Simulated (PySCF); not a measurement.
## A study: C₂H₇Ga, SMILES `C[GaH]C`

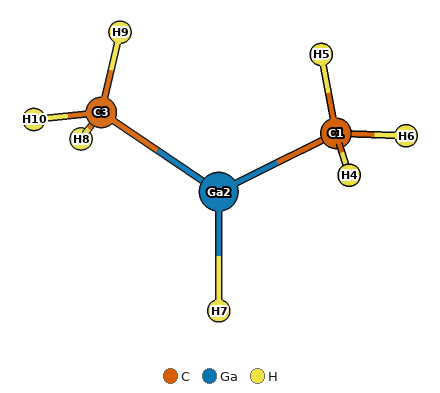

The molecule, with its atoms numbered as below. No frequency check shows the geometry to be a minimum.

Coordinates in Å:

```
C1      -1.8108    0.6007   -0.0012
Ga2     -0.0000   -0.3220    0.0004
C3       1.8114    0.6000    0.0009
H4      -2.4724    0.1921   -0.7704
H5      -1.6954    1.6735   -0.1861
H6      -2.3208    0.4814    0.9593
H7      -0.0021   -1.9176   -0.0044
H8       2.5211    0.1026    0.6682
H9       1.7122    1.6418    0.3219
H10      2.2549    0.6033   -0.9992
```

Part 1: Bonding charge

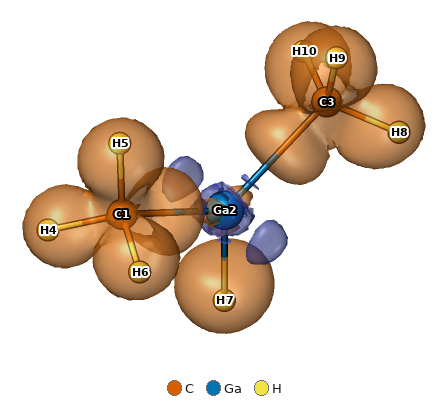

Deformation density (molecule less spherical, spin-averaged free atoms at the same positions), surfaces at ±0.09 e/Å³; orange: gain, blue: loss.

Level of theory: ωB97X/def2-TZVP (PySCF), at a geometry from GFN2-xTB.

**Describe the bonding that the map shows.**

C1–H5: +0.69 e/Å³ at the bond critical point (bond length 1.09 Å, Mayer order 1.0). C3–H9: +0.69 e/Å³ at the bond critical point (bond length 1.09 Å, Mayer order 1.0). C3–H8: +0.69 e/Å³ at the bond critical point (bond length 1.09 Å, Mayer order 1.0). C1–H4: +0.68 e/Å³ at the bond critical point (bond length 1.09 Å, Mayer order 1.0). C1–H6: +0.68 e/Å³ at the bond critical point (bond length 1.09 Å, Mayer order 1.0). C3–H10: +0.68 e/Å³ at the bond critical point (bond length 1.09 Å, Mayer order 1.0). Ga2–H7: +0.22 e/Å³ at the bond critical point (bond length 1.60 Å, Mayer order 1.0). C1–Ga2: +0.18 e/Å³ at the bond critical point (bond length 2.03 Å, Mayer order 0.9). Ga2–C3: +0.18 e/Å³ at the bond critical point (bond length 2.03 Å, Mayer order 0.9). In all, 2.3 electrons gather in the regions of gain relative to the promolecule.

**Where do the Hirshfeld charges lie?**

The highest Hirshfeld charge is on Ga2 (+0.49 e), the lowest on C1 (−0.27 e).

```
atom  charge (e)
  C1       −0.27
 Ga2       +0.49
  C3       −0.27
  H4       +0.03
  H5       +0.03
  H6       +0.03
  H7       −0.16
  H8       +0.03
  H9       +0.03
 H10       +0.04
```

Part 2: Bond critical points

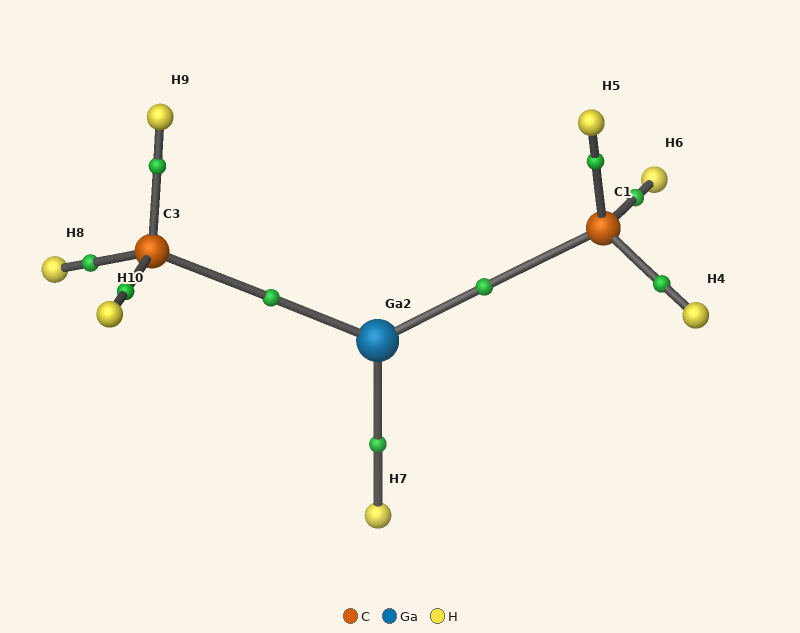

Molecular graph of the electron density (QTAIM): bond paths, bond critical points (green), ring points (magenta, if any); weak paths are dashed.

**How many critical points of each kind are there, and does the count close?**

10 nuclei, 9 bond, 0 ring and 0 cage critical points: 10 − 9 + 0 − 0 = 1, as the Poincaré–Hopf relation requires.

**Give the properties at the bond critical points.**

```tsv
bond	length (Å)	ρ (a.u.)	∇²ρ (a.u.)	ε	H (a.u.)
C1–H5	1.095	0.271	−0.90	0.02	−0.270
C3–H9	1.095	0.271	−0.90	0.02	−0.270
C3–H8	1.094	0.271	−0.90	0.02	−0.270
C1–H4	1.094	0.270	−0.89	0.02	−0.270
C1–H6	1.094	0.270	−0.89	0.02	−0.269
C3–H10	1.094	0.269	−0.89	0.02	−0.269
Ga2–H7	1.596	0.110	+0.14	0.02	−0.049
C1–Ga2	2.032	0.104	+0.15	0.01	−0.039
Ga2–C3	2.033	0.104	+0.15	0.01	−0.039
```

**What kind of interaction is C3–H8?**

Shared-shell (covalent): ρ = 0.271, ∇²ρ = −0.90, H = −0.270 a.u.

Part 3: Electrostatic potential

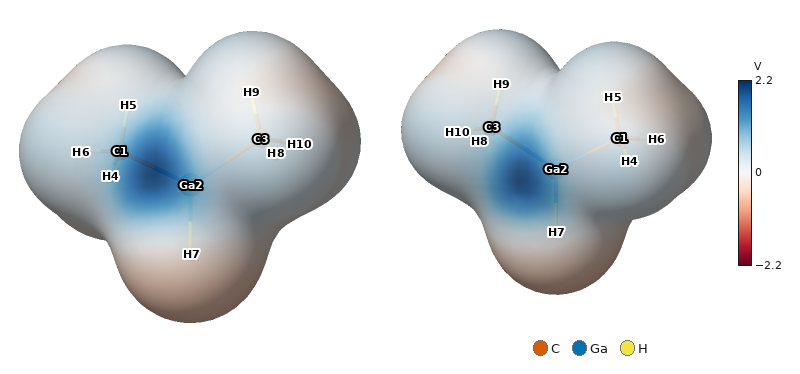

Electrostatic potential on the surface of electron density 0.001 a.u. (back view left, front view right).

**Where are the extremes of the potential on the surface?**

Highest: 2.19 V, over Ga2, off the plane of its three bonds (1.9 Å). Further maxima include 0.47 V, 1.4 Å from H6; 0.41 V, 1.4 Å from H4. Lowest: −0.58 V, 1.6 Å from H7, and at like points elsewhere. Further minima include −0.33 V, near H9 (1.82 Å), H8 (1.90 Å), C3 (2.02 Å) and H10 (2.03 Å), and at like points elsewhere. The surface is sampled at points, so like sites can differ by a few per cent and only the strongest of them is named.

**What volume does the surface enclose, and what is the dipole moment?**

About 108 Å³; the dipole moment is 0.7 D.

Part 4: In an electric field

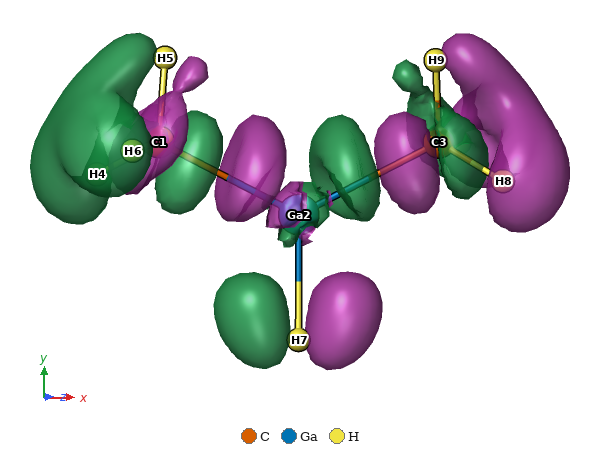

Change of the electron density in a uniform field of 0.21 V/Å, surfaces at ±0.002 e/Å³ (green: gain, purple: loss).

Level of theory: ωB97X/def2-TZVP (PySCF), at a geometry from GFN2-xTB. A basis without diffuse functions makes polarisabilities too small.

**Along which Cartesian direction does the field point?**

Along +x: electrons gather on the −x side, against the field.

**How large is the response?**

The induced dipole is 0.69 D (along the field); α along this axis, from the fields in both directions, is 68 bohr³ (10.0 Å³).

**Which atoms gain and lose the most charge?**

Electrons gather most on H4 (Hirshfeld charge changes by −0.008 e) and leave H8 most (+0.008 e); 0.056 electrons are displaced in all.

The PySCF runs shown took 22 s and 50 s on 1 thread of Arm Neoverse V2, with other jobs on the host.
